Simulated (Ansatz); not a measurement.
Consider Al in the fcc (Cu type) structure (space group Fm-3m, No. 225; a = 4.0143 Å). Axes: x, y, z lie along the cube axes.

Structures relaxed with Kohn–Sham DFT with the PBEsol functional, run in Ansatz (a first-principles code) with PAW and 420 eV plane waves, no spin-orbit coupling.

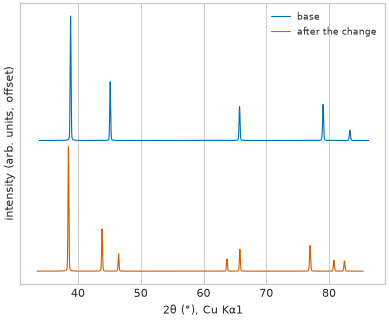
Simulated powder patterns before (top) and after one change

Task: What was done to the base?
A) biaxial strain +3.64 %, plane normal [001], relaxed out of plane
B) biaxial strain −1.18 %, plane normal [001], relaxed out of plane
C) biaxial strain +2.80 %, plane normal [001], relaxed out of plane
D) uniaxial strain ε_yy = −1.51 %

Result: C, biaxial strain +2.80 %, plane normal [001], relaxed out of plane. Its volume per atom is 16.63 Å³ against 16.17 Å³, and its space group is I4/mmm (No. 139).

No phonon test of stability was made.
